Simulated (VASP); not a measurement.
```yaml
crystal:
  lattice:
    - [2.87661, 0.00000, 0.00000]
    - [-1.43830, 2.49121, 0.00000]
    - [0.00000, 0.00000, 3.89905]
  atoms:
    - { symbol: V, position: [0.00000, 0.00000, 0.00000] }
    - { symbol: Ge, position: [0.66667, 0.33333, 0.50000] }
```

Calculation: PBEsol GGA, VASP's PBE PAW potentials (set 64) (plane waves; VASP). Settings: 400 eV cut-off, 16×16×11 Γ-centred mesh, tetrahedra with Blöchl corrections, potentials V_sv Ge_d.

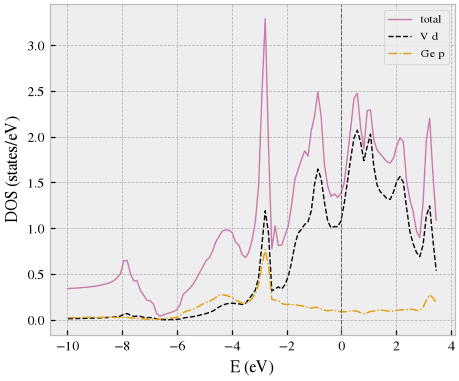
Fig. 1. Total and projected density of states, zero at the Fermi level

Within 2 eV below the Fermi level the largest weight inside VASP's projection spheres is V d.

It has no gap at this level: it comes out as a metal or semimetal.

The structure was generated: VGe was put into the WC type (P-6m2), which need not be its known phase. It was relaxed first, which changed the volume by -14 %. The run is not spin-polarised, so no magnetic state was tried. The electron count is odd and the run is not spin-polarised, which forces a metal.
